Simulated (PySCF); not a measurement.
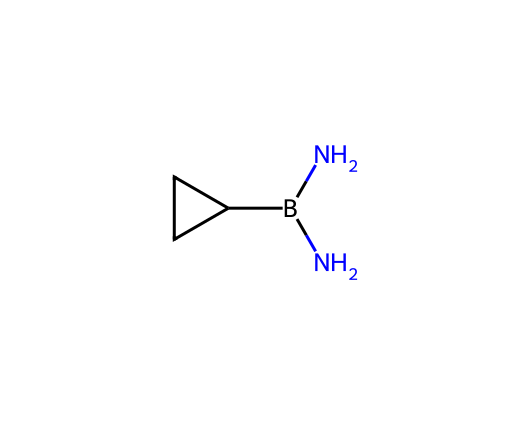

The drawing above gives the connectivity. Computed geometry: PBE0-D3(BJ)/def2-SVP optimisation. No frequency run is at hand to confirm it as a minimum.

Describe the 3D structure.

The molecule is C₃H₉BN₂. Its SMILES string is `NB(N)C1CC1`. Independent rings (smallest set): 1 of 3 members. This geometry has Cs symmetry. Coordination, clear cases only: 2 N trigonal planar; 1 B trigonal planar.

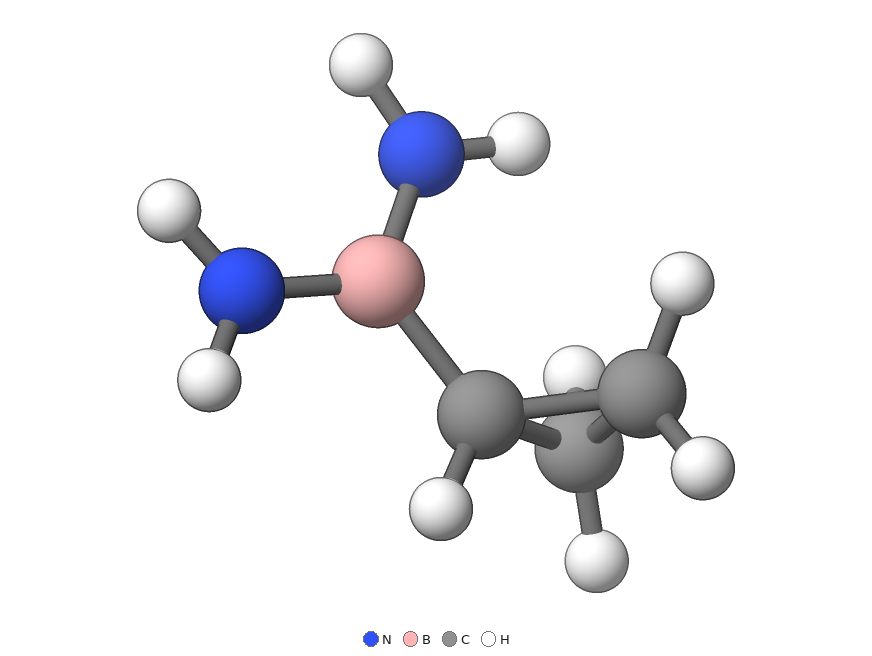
